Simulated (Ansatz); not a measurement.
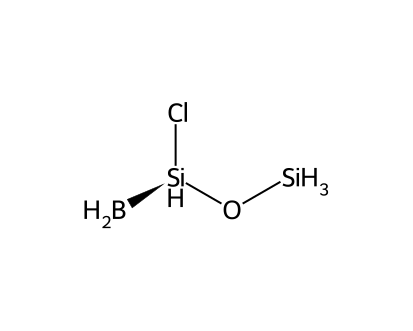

Structural formula above. The computed structure is the end point of a PBE0-D4/def2-TZVP optimisation.

What does the molecule look like in three dimensions?

Formula BClH6OSi2. SMILES: `B[Si@@H](Cl)O[SiH3]`. It has no ring. Among its groups: Si–H bond, Si–O bond, B–H bond. This geometry has C1 symmetry. Coordination: 1 B trigonal planar; 2 Si tetrahedral; 1 O bent.

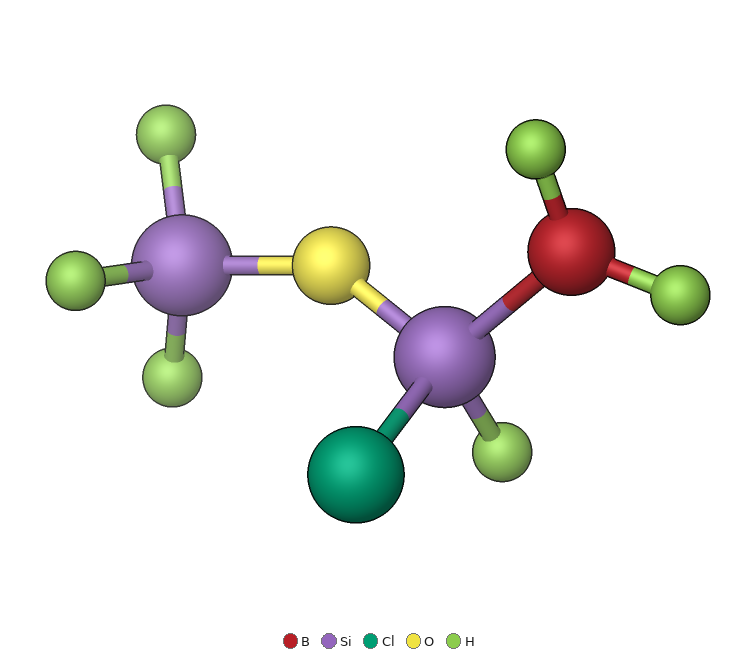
